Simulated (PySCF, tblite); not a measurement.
**C6H18Si4: geometry, infrared bands and NMR shifts**

Aim: predict the infrared bands and NMR shifts of C6H18Si4 (`C=C(C)[SiH2][SiH2][Si@H]([SiH3])C(=C)C`).

Computed with tblite 0.8.0 and PySCF 2.14.0, with density-fitted response routines of our own, on a single molecule in the gas phase. Atoms are numbered from 0 throughout.

## (1) The starting structure

28 atoms, charge 0, multiplicity 1; geometry from: force field or distance geometry start.

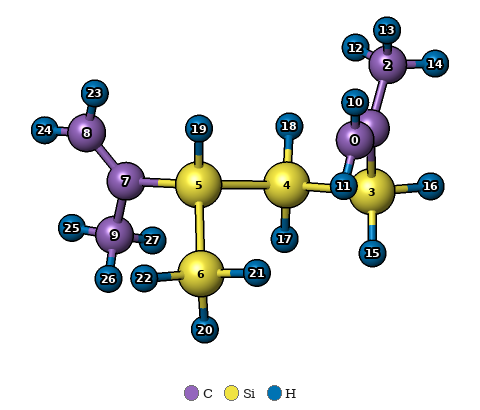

As it starts; carbon purple, silicon yellow, hydrogen blue, atoms numbered.

## (2) Optimising the geometry with GFN2-xTB

Job settings and geometry (Å):

```
{"job": {"kind": "relax", "xc": "GFN2-xTB", "basis": "xTB"}, "charge": 0, "multiplicity": 1}
C     -3.256200    -0.453600    -1.208600
C     -3.018700    -0.290300     0.094600
C     -3.644900     0.803000     0.910400
Si    -1.878700    -1.431100     1.035500
Si     0.137400    -0.409900     1.469800
Si     0.982900     0.333300    -0.545600
Si     1.130800    -1.481200    -1.955000
C      2.662200     1.155200    -0.288800
C      2.851400     2.448700    -0.574400
C      3.769900     0.291900     0.245300
H     -3.939900     0.218300    -1.739100
H     -2.829600    -1.254300    -1.797500
H     -2.904000     1.484900     1.331000
H     -4.325000     1.412600     0.290000
H     -4.251900     0.406200     1.733500
H     -1.648700    -2.666500     0.252900
H     -2.530000    -1.829300     2.322800
H      1.092800    -1.365700     2.098800
H     -0.050500     0.742300     2.403100
H      0.069300     1.350700    -1.120000
H      1.975600    -2.530600    -1.328400
H     -0.222500    -2.049900    -2.195000
H      1.730500    -1.091800    -3.246200
H      2.047800     3.083500    -0.960800
H      3.814400     2.932000    -0.426000
H      4.688600     0.867900     0.371300
H      4.003700    -0.527900    -0.441500
H      3.522400    -0.121200     1.226300
```

On the command line:

```console
OMP_NUM_THREADS=1 python probes_run.py task.json out
```

The driver reads the jobs from task.json and runs them one after another.

Standard output:

```text
step      E/eV     max force
  0    -784.40956    0.946
  1    -784.45983    0.445
  2    -784.48937    0.434
  3    -784.50486    0.290
  4    -784.52124    0.254
  5    -784.53084    0.203
  6    -784.53911    0.207
  7    -784.54875    0.250
  8    -784.55738    0.261
  9    -784.56377    0.200
 10    -784.56788    0.122
 11    -784.57088    0.117
 12    -784.57364    0.098
 13    -784.57563    0.089
 14    -784.57678    0.056
 15    -784.57750    0.061
 16    -784.57811    0.064
 17    -784.57872    0.058
 18    -784.57934    0.063
 19    -784.57998    0.080
 20    -784.58071    0.079
 21    -784.58154    0.082
 22    -784.58234    0.083
 23    -784.58294    0.058
 24    -784.58335    0.046
 25    -784.58369    0.040
 26    -784.58409    0.052
 27    -784.58458    0.067
 28    -784.58510    0.063
 29    -784.58559    0.042
 30    -784.58602    0.039
 31    -784.58644    0.049
 32    -784.58686    0.064
 33    -784.58725    0.055
 34    -784.58761    0.050
 35    -784.58797    0.040
 36    -784.58841    0.065
 37    -784.58895    0.084
 38    -784.58959    0.076
 39    -784.59021    0.060
 40    -784.59067    0.044
 41    -784.59096    0.035
 42    -784.59115    0.034
 43    -784.59133    0.030
 44    -784.59154    0.043
 45    -784.59180    0.058
 46    -784.59208    0.051
 47    -784.59232    0.039
 48    -784.59254    0.044
 49    -784.59278    0.040
 50    -784.59306    0.044
 51    -784.59333    0.045
 52    -784.59352    0.031
 53    -784.59367    0.026
 54    -784.59381    0.036
 55    -784.59398    0.037
 56    -784.59416    0.029
 57    -784.59431    0.022
 58    -784.59441    0.022
 59    -784.59452    0.023
 60    -784.59464    0.030
 61    -784.59478    0.034
 62    -784.59489    0.023
 63    -784.59497    0.017
 64    -784.59504    0.019
 65    -784.59513    0.025
 66    -784.59522    0.027
 67    -784.59530    0.018
 68    -784.59536    0.015
 69    -784.59541    0.022
 70    -784.59548    0.027
 71    -784.59555    0.023
 72    -784.59562    0.024
 73    -784.59568    0.022
 74    -784.59575    0.021
 75    -784.59583    0.024
 76    -784.59593    0.021
 77    -784.59601    0.020
 78    -784.59608    0.020
 79    -784.59616    0.021
 80    -784.59624    0.020
 81    -784.59630    0.015
 82    -784.59635    0.013
 83    -784.59640    0.017
 84    -784.59648    0.024
 85    -784.59656    0.023
 86    -784.59665    0.015
 87    -784.59671    0.014
 88    -784.59677    0.019
 89    -784.59685    0.021
 90    -784.59692    0.019
 91    -784.59699    0.015
 92    -784.59704    0.016
 93    -784.59709    0.017
 94    -784.59715    0.016
 95    -784.59722    0.015
 96    -784.59728    0.015
 97    -784.59732    0.015
 98    -784.59737    0.017
 99    -784.59742    0.016
100    -784.59748    0.018
101    -784.59756    0.024
102    -784.59765    0.028
103    -784.59774    0.026
104    -784.59784    0.024
105    -784.59792    0.021
106    -784.59799    0.015
107    -784.59803    0.013
108    -784.59807    0.013
109    -784.59810    0.016
110    -784.59815    0.019
111    -784.59820    0.020
112    -784.59827    0.019
113    -784.59833    0.017
114    -784.59838    0.020
115    -784.59843    0.019
116    -784.59847    0.013
117    -784.59849    0.011
118    -784.59851    0.012
119    -784.59853    0.014
120    -784.59855    0.014
121    -784.59858    0.011
122    -784.59860    0.010
```

Wall time 1.6 s (1 thread of Arm Neoverse V2, shared host); peak memory 0.19 GiB.

Along the way: (not every step is listed)

| step | energy from step 0 (eV) | largest force (eV/Å) |
| --- | --- | --- |
| 0 | 0.0000 | 0.9459 |
| 1 | -0.0503 | 0.4452 |
| 2 | -0.0798 | 0.4338 |
| 3 | -0.0953 | 0.2901 |
| 4 | -0.1117 | 0.2537 |
| 5 | -0.1213 | 0.2035 |
| 6 | -0.1295 | 0.2075 |
| 7 | -0.1392 | 0.2502 |
| 8 | -0.1478 | 0.2614 |
| 18 | -0.1698 | 0.0626 |
| 28 | -0.1755 | 0.0627 |
| 38 | -0.1800 | 0.0757 |
| 48 | -0.1830 | 0.0443 |
| 58 | -0.1848 | 0.0223 |
| 68 | -0.1858 | 0.0150 |
| 78 | -0.1865 | 0.0202 |
| 88 | -0.1872 | 0.0189 |
| 98 | -0.1878 | 0.0171 |
| 108 | -0.1885 | 0.0134 |
| 117 | -0.1889 | 0.0110 |
| 118 | -0.1889 | 0.0119 |
| 119 | -0.1890 | 0.0137 |
| 120 | -0.1890 | 0.0136 |
| 121 | -0.1890 | 0.0107 |
| 122 | -0.1890 | 0.0097 |

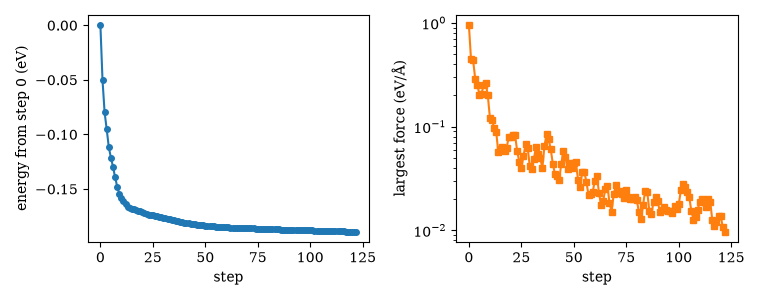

Energy and force, step by step.

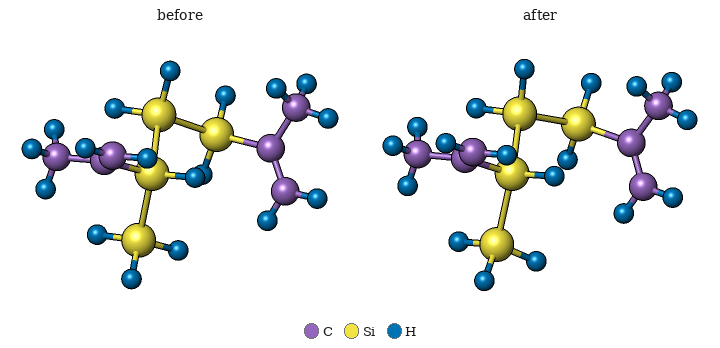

Before and after, at one scale.

Distances of close pairs at the start and the end, largest changes first:

| bond | before (Å) | after (Å) | change (Å) |
| --- | --- | --- | --- |
| Si4–Si5 | 2.308 | 2.340 | +0.031 |
| Si3–H16 | 1.497 | 1.472 | -0.025 |
| Si6–H21 | 1.487 | 1.465 | -0.023 |
| C1–Si3 | 1.867 | 1.890 | +0.022 |
| Si4–H18 | 1.495 | 1.474 | -0.020 |
| Si5–Si6 | 2.302 | 2.322 | +0.020 |
| Si6–H20 | 1.486 | 1.468 | -0.018 |
| C8–H23 | 1.095 | 1.077 | -0.017 |

The next job starts from the end point, and lists it.

## (3) Infrared spectrum with GFN2-xTB

Job settings and geometry (Å):

```
{"job": {"kind": "ir", "xc": "GFN2-xTB", "basis": "xTB"}, "charge": 0, "multiplicity": 1}
C     -3.244210    -0.563849    -1.095140
C     -3.067909    -0.333446     0.197727
C     -3.684929     0.856220     0.866346
Si    -1.975100    -1.432569     1.278707
Si     0.115134    -0.442806     1.438405
Si     0.985274     0.293807    -0.604813
Si     1.271874    -1.383043    -2.185792
C      2.645409     1.160237    -0.298318
C      2.841691     2.449144    -0.537262
C      3.738123     0.296915     0.255374
H     -3.842173     0.080471    -1.723603
H     -2.803633    -1.417105    -1.583899
H     -2.912392     1.475459     1.322512
H     -4.250504     1.463820     0.161766
H     -4.355067     0.529607     1.660903
H     -1.911059    -2.759603     0.651088
H     -2.687079    -1.621190     2.553047
H      1.047016    -1.411693     2.045394
H      0.097092     0.642417     2.436001
H      0.102606     1.350238    -1.146873
H      1.992271    -2.529287    -1.619019
H     -0.020510    -1.900513    -2.641749
H      2.015705    -0.991333    -3.386305
H      2.060087     3.077025    -0.931158
H      3.788537     2.935846    -0.351529
H      4.659360     0.859332     0.398192
H      3.940349    -0.537016    -0.417073
H      3.433135    -0.119729     1.215250
```

Standard output:

```text
mode    cm-1     km/mol
  1     -12.2      0.07
  2       8.0      0.01
  3      22.5      0.04
  4      27.4      0.02
  5      36.2      0.05
  6      41.3      0.23
  7      77.6      0.58
  8      88.1      2.35
  9     104.4      1.92
 10     127.3      0.57
 11     141.0      0.48
 12     142.0      0.34
 13     246.3      0.40
 14     269.1      5.10
 15     316.9     25.70
 16     342.2      2.07
 17     363.0      4.73
 18     376.8     20.26
 19     382.1      9.25
 20     390.2     16.02
 21     401.8     23.75
 22     426.4      7.21
 23     437.7     20.11
 24     462.9      4.10
 25     497.2      1.45
 26     538.1     15.45
 27     560.6    747.68
 28     575.5     22.42
 29     619.9    205.61
 30     628.6     92.29
 31     643.9     16.75
 32     665.3     74.48
 33     668.4     57.63
 34     679.0     13.18
 35     702.6    184.03
 36     785.0    531.48
 37     807.0    214.87
 38     817.9    150.34
 39     823.5    106.31
 40     841.5    223.41
 41     901.0     32.15
 42     901.2     26.70
 43     961.8      6.73
 44     966.2      4.23
 45    1010.8      6.17
 46    1012.1      7.49
 47    1039.4      0.30
 48    1039.6      0.11
 49    1209.3      3.65
 50    1220.2      2.88
 51    1400.4      9.54
 52    1400.8      4.63
 53    1424.3      0.04
 54    1428.0      0.25
 55    1485.2      5.62
 56    1486.6      6.51
 57    1491.1      1.37
 58    1491.1      1.67
 59    1680.4      3.95
 60    1687.7      3.58
 61    2086.4    145.20
 62    2131.0    362.96
 63    2139.0    137.11
 64    2169.1    431.66
 65    2192.7    257.43
 66    2211.8    412.16
 67    2229.3    337.15
 68    2235.1    196.86
 69    2992.3     29.46
 70    2993.1     36.17
 71    3005.4     30.33
 72    3008.8     26.30
 73    3017.3     32.45
 74    3018.9     30.42
 75    3058.0     74.66
 76    3060.1     49.25
 77    3102.5     46.45
 78    3106.8     35.25
```

Wall time 2 s (1 thread of Arm Neoverse V2, shared host); peak memory 0.19 GiB.

Which atoms move in the most intense modes:

| cm⁻¹ | km/mol | atoms |
| --- | --- | --- |
| 561 | 747.7 | H19 41 %, H18 29 % |
| 785 | 531.5 | H22 31 %, H20 27 %, H21 27 % |
| 842 | 223.4 | H18 41 %, H17 41 % |
| 2131 | 363.0 | H17 69 %, H18 23 % |
| 2169 | 431.7 | H16 91 % |
| 2193 | 257.4 | H15 89 % |
| 2212 | 412.2 | H20 93 % |
| 2229 | 337.1 | H22 86 % |

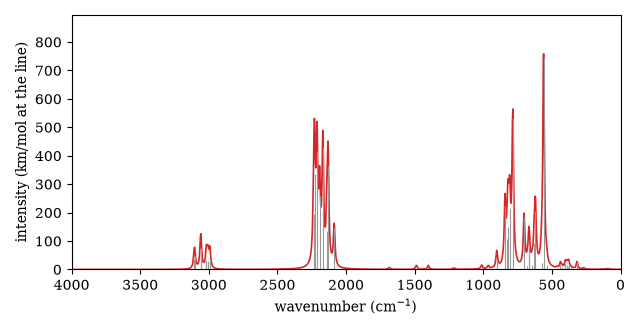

The infrared spectrum from these modes, unscaled. Lines are broadened to a width of 14 cm⁻¹ (Lorentzian).

## (4) Geometry optimisation at PBE0-D3(BJ)/def2-SVP

Job settings and geometry (Å):

```
{"job": {"xc": "PBE0", "basis": "def2-SVP", "d3": "d3bj", "grid": 1, "shake": 0.01, "kind": "geom"}, "charge": 0, "multiplicity": 1}
C     -3.223800    -0.589410    -1.090960
C     -3.073590    -0.337970     0.195570
C     -3.705130     0.853900     0.857690
Si    -1.941870    -1.430310     1.275180
Si     0.112320    -0.449490     1.427850
Si     0.981370     0.298630    -0.607200
Si     1.281450    -1.385040    -2.185550
C      2.660870     1.165690    -0.303370
C      2.839860     2.454550    -0.517910
C      3.735430     0.294480     0.265400
H     -3.851040     0.077550    -1.714780
H     -2.797830    -1.416190    -1.577200
H     -2.940670     1.485670     1.312920
H     -4.267190     1.466580     0.168770
H     -4.359510     0.518840     1.661160
H     -1.911590    -2.745550     0.658560
H     -2.685140    -1.610070     2.550990
H      1.037760    -1.405850     2.051220
H      0.094940     0.634590     2.438290
H      0.077670     1.357140    -1.141960
H      1.975880    -2.528670    -1.628660
H     -0.012940    -1.920850    -2.650890
H      2.022800    -0.979770    -3.407890
H      2.055110     3.080310    -0.937250
H      3.804440     2.923930    -0.347980
H      4.648880     0.873390     0.397980
H      3.936630    -0.554200    -0.400250
H      3.440660    -0.112190     1.226630
```

Standard output:

```text
step   0  E = -1396.10213122  max force = 0.029608
step   1  E = -1396.11423587  max force = 0.006571
step   2  E = -1396.11505562  max force = 0.003224
step   3  E = -1396.11553875  max force = 0.001554
step   4  E = -1396.11574027  max force = 0.002136
step   5  E = -1396.11596172  max force = 0.001868
step   6  E = -1396.11606807  max force = 0.001269
step   7  E = -1396.11613533  max force = 0.000943
step   8  E = -1396.11618096  max force = 0.000603
step   9  E = -1396.11620123  max force = 0.000738
step  10  E = -1396.11621271  max force = 0.000380
optimisation converged
```

It took 7.8 min on 1 thread of Arm Neoverse V2, shared host; peak memory 1.1 GiB.

The steps of the relaxation:

| step | energy from step 0 (eV) | largest force component (eV/Å) |
| --- | --- | --- |
| 0 | 0.0000 | 1.5225 |
| 1 | -0.3294 | 0.3379 |
| 2 | -0.3517 | 0.1658 |
| 3 | -0.3648 | 0.0799 |
| 4 | -0.3703 | 0.1098 |
| 5 | -0.3763 | 0.0961 |
| 6 | -0.3792 | 0.0653 |
| 7 | -0.3811 | 0.0485 |
| 8 | -0.3823 | 0.0310 |
| 9 | -0.3829 | 0.0379 |
| 10 | -0.3832 | 0.0195 |

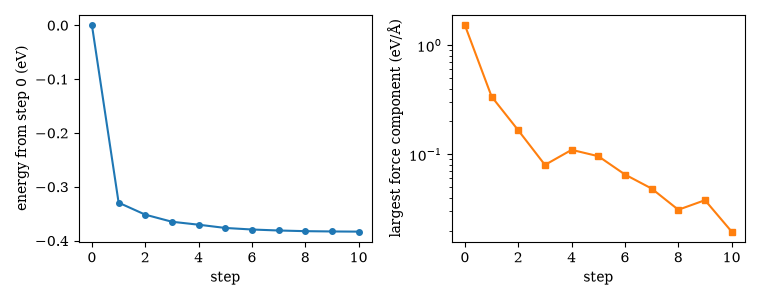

Energy and largest force along the relaxation.

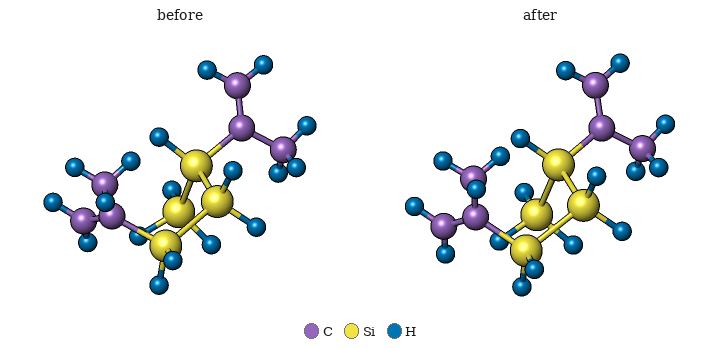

Before and after, at one scale.

Close pairs (by a distance rule), those that changed most:

| bond | before (Å) | after (Å) | change (Å) |
| --- | --- | --- | --- |
| Si3–Si4 | 2.281 | 2.350 | +0.069 |
| Si6–H20 | 1.449 | 1.498 | +0.049 |
| C0–H11 | 1.049 | 1.094 | +0.044 |
| Si3–H15 | 1.453 | 1.496 | +0.043 |
| Si4–H17 | 1.470 | 1.499 | +0.030 |
| Si5–C7 | 1.914 | 1.886 | -0.029 |
| C1–Si3 | 1.908 | 1.883 | -0.024 |
| Si5–Si6 | 2.327 | 2.349 | +0.022 |

The next job starts from the end point, and lists it.

| at the end point | value |
| --- | --- |
| point group (found at 0.08 Å tolerance) | C1 |
| rotational constants (GHz, main isotopes) | 0.979, 0.394, 0.372 |
| dipole moment (D) | 0.88 |

(Part 1 of 2 ends here.)
